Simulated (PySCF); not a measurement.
# SiH2F2 (SMILES F[SiH2]F): CCSDT/STO-3G

What is the vertical singlet–triplet gap of SiH2F2 at CCSDT/STO-3G? Input form: a Python script.

Program for the calculation: PySCF 2.14.0.

7 further runs of the same task are left out: 1 that didn't finish, 6 set aside as unsound or not needed.

### 1 The structure to begin with

SiH2F2 has 5 atoms, charge 0, and is taken as a singlet. SMILES: `F[SiH2]F`. The coordinates come from a PBE0-D4/def2-TZVP relaxation.

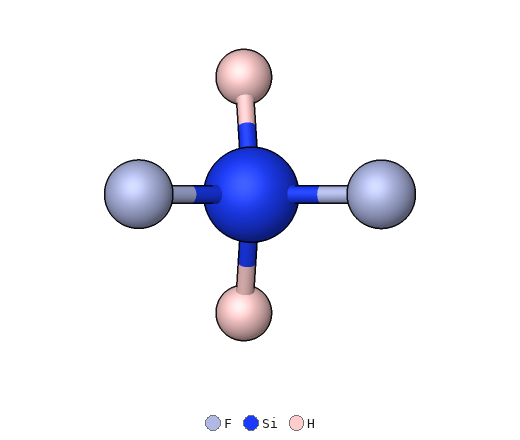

The structure, seen from a chosen angle (fluorine light blue, silicon blue, hydrogen pink).

### 2 The energy at CCSDT/STO-3G

The input, input.py:

```python
from pyscf import gto, scf, cc

mol = gto.M(
    atom='''
F     -2.039033     1.017051     1.853292
Si    -0.009864    -0.001020    -0.102215
F      2.357679    -0.983773     1.449250
H     -1.115827    -2.151907    -1.485892
H      0.807045     2.119668    -1.714454
''',
    basis='sto-3g',
    spin=0,
    max_memory=1860,
    verbose=3,
    unit='bohr',
    charge=0,
)

hf = scf.RHF(mol)
hf.conv_tol = 1e-10
hf.kernel()
if not hf.converged:
    hf = hf.newton().run(hf.mo_coeff, hf.mo_occ)

mycc = cc.CCSDT(hf, frozen=7)
mycc.kernel()
e_tot = mycc.e_tot
print('Final energy', e_tot)
```

Run with:

```console
$ OMP_NUM_THREADS=1 python input.py
```

Output:

```text
converged SCF energy = -482.868193993092
_make_eris_incore_RCCSDT

WARN: A large `blksize` is being used, which may cause large memory consumption
      for storing contraction intermediates. If memory is sufficient, consider using
      `pyscf.cc.rccsdt_highm.RCCSDT` instead.

RCCSDT converged
E(RCCSDT) = -482.9577845681264   E_corr = -0.08959057503478803
E_corr(same-spin) = -0.00984127991398341
E_corr(oppo-spin) = -0.0797492951208046
Final energy -482.9577845681264
```

Run time: 0.68 s. Hardware: 1 thread of AMD EPYC 9R45 (Zen 5), shared host; peak memory 0.11 GiB.

### 3 The triplet at the same level

The input, job.py:

```python
from pyscf import gto, scf, cc

mol = gto.M(
    atom='''
F     -1.079010     0.538200     0.980720
Si    -0.005220    -0.000540    -0.054090
F      1.247630    -0.520590     0.766910
H     -0.590470    -1.138740    -0.786300
H      0.427070     1.121680    -0.907250
''',
    spin=2,
    charge=0,
    basis='sto-3g',
    max_memory=1860,
    verbose=3,
)

mf = scf.UHF(mol)
mf.conv_tol = 1e-10
mf.kernel()
if not mf.converged:
    mf = mf.newton().run(mf.mo_coeff, mf.mo_occ)

mycc = cc.CCSDT(mf, frozen=7)
mycc.kernel()
energy = mycc.e_tot
print('E = %.10f Eh' % energy)
```

Run with:

```console
$ OMP_NUM_THREADS=1 python job.py
```

Output:

```text
WARN: HOMO 0.242225768905482 >= LUMO -0.388546141974688

WARN: HOMO 0.137851693641169 >= LUMO -0.0456395183512551

WARN: HOMO 0.115828672132493 >= LUMO -0.0240236371421251

WARN: HOMO 0.0905705301686104 >= LUMO 0.00814621153232264

WARN: HOMO 0.0945941670305936 >= LUMO 0.00500126489012576

WARN: HOMO 0.0896190790049672 >= LUMO 0.00760526667058525

WARN: HOMO 0.0525576974903874 >= LUMO 0.0223645513091946

WARN: HOMO 0.0848204321239563 >= LUMO 0.00837823582641806

WARN: HOMO 0.0511171963592774 >= LUMO 0.0230984898381905

WARN: HOMO 0.0581605703037065 >= LUMO 0.0194590255437382

WARN: HOMO 0.0600634008015415 >= LUMO 0.018922805994141

WARN: HOMO 0.0650492727851142 >= LUMO 0.0166482798034269

WARN: HOMO 0.06614620524125 >= LUMO 0.0160652275990619

WARN: HOMO 0.0660763719328986 >= LUMO 0.0161123623611006

WARN: HOMO 0.0660810041413789 >= LUMO 0.0161102900746641

WARN: HOMO 0.0660772808747434 >= LUMO 0.0161126142134205

WARN: HOMO 0.0660797669081445 >= LUMO 0.0161105340099689

WARN: HOMO 0.0660871865770332 >= LUMO 0.0161065922515298

WARN: HOMO 0.0660838678237767 >= LUMO 0.0161083930611535

WARN: HOMO 0.0660836692566654 >= LUMO 0.0161083912534431

WARN: HOMO 0.0660839494963838 >= LUMO 0.0161082577368672

WARN: HOMO 0.0660836587525978 >= LUMO 0.0161083868596806

WARN: HOMO 0.066083731577009 >= LUMO 0.0161084253041873

converged SCF energy = -482.410171267529  <S^2> = 2.0075348  2S+1 = 3.005019
_make_eris_incore_UCCSDT

WARN: A large `blksize_v_aaa` is being used, which may cause large memory consumption
      for storing contraction intermediates. If memory is sufficient, consider using
      `pyscf.cc.uccsdt_highm.UCCSDT` instead.

WARN: A large `blksize_v_aab` is being used, which may cause large memory consumption
      for storing contraction intermediates. If memory is sufficient, consider using
      `pyscf.cc.uccsdt_highm.UCCSDT` instead.

UCCSDT converged
E(UCCSDT) = -482.5616723508102   E_corr = -0.1515010832812562
E_corr(same-spin) = -0.0233738197028921
E_corr(oppo-spin) = -0.128127263578364
E = -482.5616723508 Eh
```

Run time: 2.7 s. Hardware: 1 thread of AMD EPYC 9R45 (Zen 5), shared host; peak memory 0.11 GiB.

### 4 Summary of results

At CCSDT/STO-3G, 7 core orbitals frozen:

| quantity | value |
| --- | --- |
| singlet: total energy | -482.95778 Eh |
| singlet: dipole moment (Hartree–Fock density) | 1.26 D |
| singlet: HOMO energy (Hartree–Fock orbitals) | -10.35 eV |
| singlet: LUMO energy (Hartree–Fock orbitals) | 13.01 eV |
| singlet: HOMO–LUMO gap (Hartree–Fock orbitals) | 23.37 eV |
| singlet: correlation energy (7 core orbitals frozen) | -89.6 mEh |
| singlet: T1 diagnostic | 0.010 |
| triplet: total energy | -482.56167 Eh |
| triplet: dipole moment (Hartree–Fock density) | 0.21 D |
| triplet: correlation energy (7 core orbitals frozen) | -151.5 mEh |
| triplet: ⟨S²⟩ of the reference determinant | 2.008 |
| triplet: T1 diagnostic | 0.097 |
| vertical energy of the triplet above the singlet | 10.779 eV |

In words: At this shape the triplet lies 10.78 eV (1040 kJ/mol) above the singlet. In a minimal basis such a difference can be off by several eV, whatever the method. The T1 diagnostic (triplet) of 0.097 is above the customary mark for such species, so a single reference may not serve. Mulliken charges (triplet) of the mean-field density run from -0.32 on F1 to +0.83 on Si2; they depend strongly on the basis.
